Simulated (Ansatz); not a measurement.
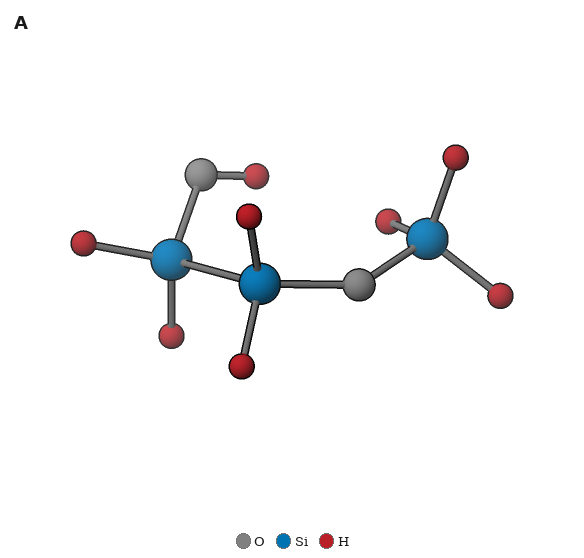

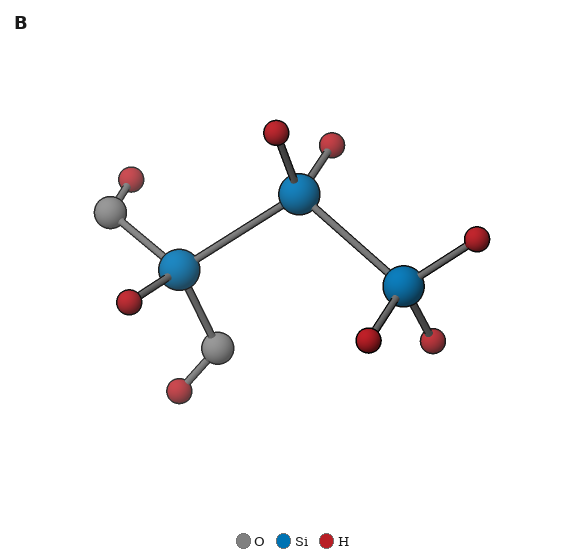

2 stationary structures of one formula. Geometries: PBE0-D4/def2-TZVP. Electronic energies: CCSD(T)/CBS (MP2 limit from def2-TZVPP and def2-QZVPP plus CCSD(T) − MP2) (Ansatz 0.2.0), without zero-point energy. No frequency run is at hand to confirm each as a minimum. Each is one conformer, not always the lowest.

How are they related?

Answer. They are constitutional isomers of H8O2Si3: A `O[SiH2][SiH2]O[SiH3]`, B `O[SiH](O)[SiH2][SiH3]`.

Which is lowest in energy, and by how much?

Answer. A is lowest; B lies 14.6 kcal/mol above it.
